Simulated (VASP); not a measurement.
Band structure of Sr2CdPt2 (space group Immm). All values below come from LDA (Ceperley-Alder, Perdew-Zunger), VASP's LDA PAW potentials (set 64) (plane waves; VASP).

Unless said otherwise, spin-orbit coupling is left out, though it shifts the bands of the heavy elements here.

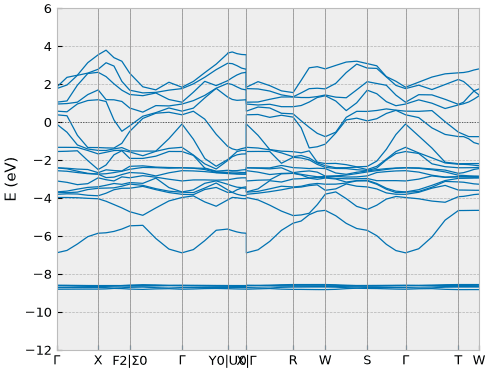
*Bands along high-symmetry lines, zero at the valence-band maximum or, without a gap, the Fermi level*

Problem. Read the plot: is there a gap, and where are the band edges?

Solution. It has no gap at this level: it comes out as a metal or semimetal.

The structure comes from a measured Sr2CdPt2 entry (Immm) of the Crystallography Open Database, whose conditions weren't checked. The cell was not relaxed at this level. The k-mesh is coarse (spacing up to 0.35 per Å, 2π included), so the numbers may not be converged in it.
